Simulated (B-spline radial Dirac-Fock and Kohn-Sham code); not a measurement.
The erbium atom, configuration [Xe] 4f12 6s1 6p1, which is not the ground configuration. The calculation used Dirac–Fock ΔSCF energies in intermediate coupling of the two holes, Coulomb rates, valence shells as spectators (a B-spline radial code).

What should this plot look like? The Auger multiplet of an L2 hole with both final holes in M23, lines labelled by the leading pair of holes and J, as sticks. Kinetic energies count from the vacuum level; very weak lines are left out. Lines are named by their largest jj component, which in light atoms can differ from the customary names.

The strongest line is L2-M2M3 J=2 at 5.3883 keV (51 % of the multiplet), followed by L2-M2M2 J=0 at 5.1899 keV (25 %), L2-M2M3 J=1 at 5.3971 keV (23 %), L2-M3M3 J=0 at 5.5713 keV (0.61 %). The lines shown span 5.190 keV to 5.588 keV.

The computed plot:

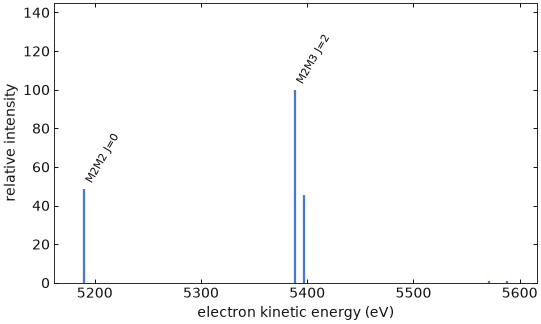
